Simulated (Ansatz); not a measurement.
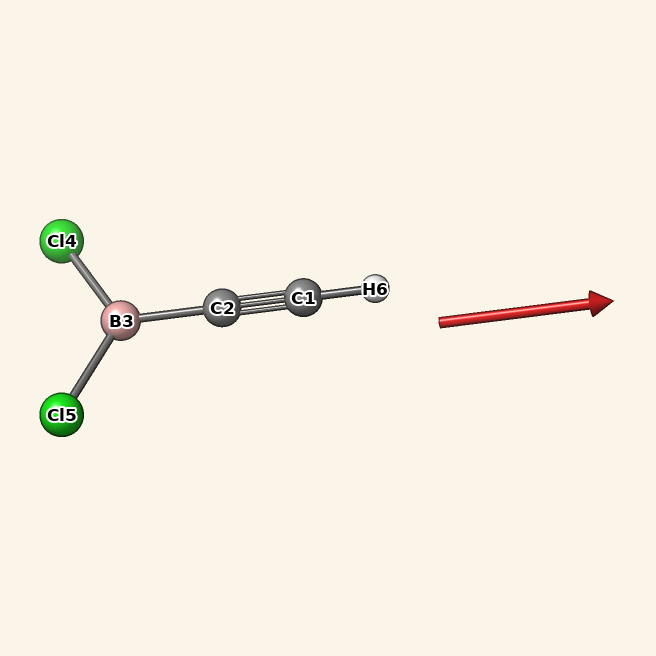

The arrow beside the molecule shows the direction of the dipole moment, from the negative to the positive end (its length means nothing). The computed structure is the end point of a PBE0-D4/def2-TZVP optimisation. Properties computed with RKS PBE0-D4/def2-TZVP (Ansatz 0.2.0).

How large is the dipole moment?

1.64 D; it points from the side of Cl4, Cl5 to the side of H6 (the outermost atoms at the two ends).
